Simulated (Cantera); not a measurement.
Feed: 1 mol B2O3, 47 mol HF, 7.8 mol BCl3, equilibrated at 2.70 Pa.

These are equilibrium values from Cantera (NASA tables, ideal gas, pure condensed phases), not measurements of a reactor. Candidate condensed phases: B, B2O3, B3O3H3, H2O; 56 gas species. The tables' values for BF2 are old estimates; treat these amounts as uncertain. Equilibrium is a limit: real reactors are often held back by kinetics, nucleation or transport.

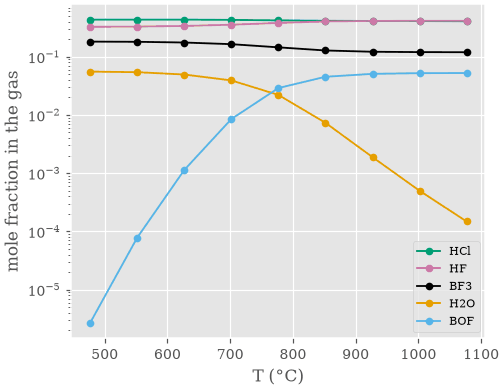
*Equilibrium gas composition (values under 1e-9 drawn at 1e-9)*

From 477 °C to 1077 °C nothing is condensed. The main B-bearing gas is BF3 throughout.
